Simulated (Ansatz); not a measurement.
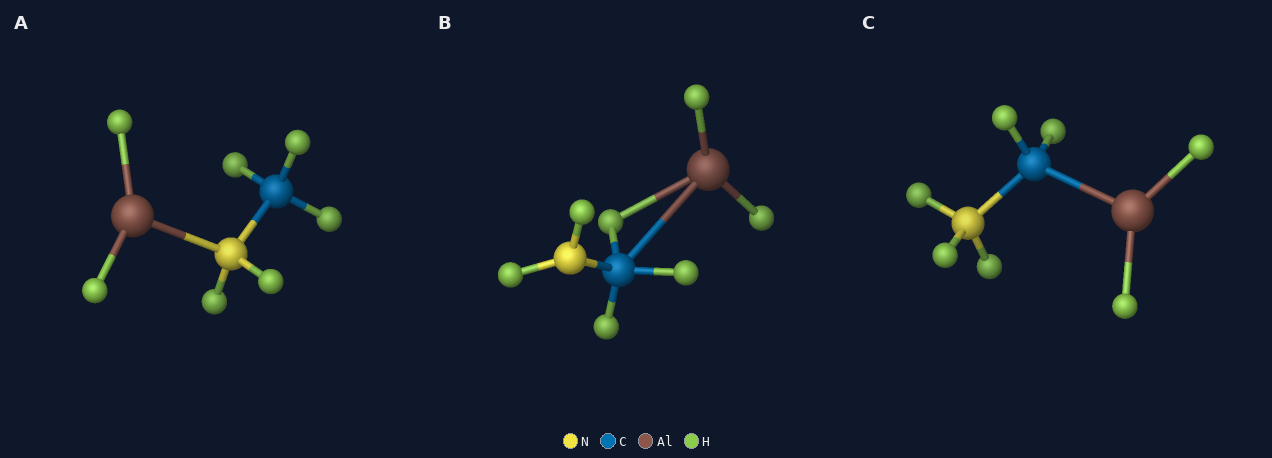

3 stationary structures of one formula. The species has charge +1 and is a spin singlet. Geometries: PBE-D4/def2-SVP. Electronic energies: PBE-D4/def2-SVP (Ansatz 0.2.0), without zero-point energy. No frequency run is at hand to confirm each as a minimum. Each is one conformer, not always the lowest.

Question: Rank them by energy, lowest first.

Answer: A is lowest; C lies 76.1 kJ/mol above it, B lies 173.9 kJ/mol above it.
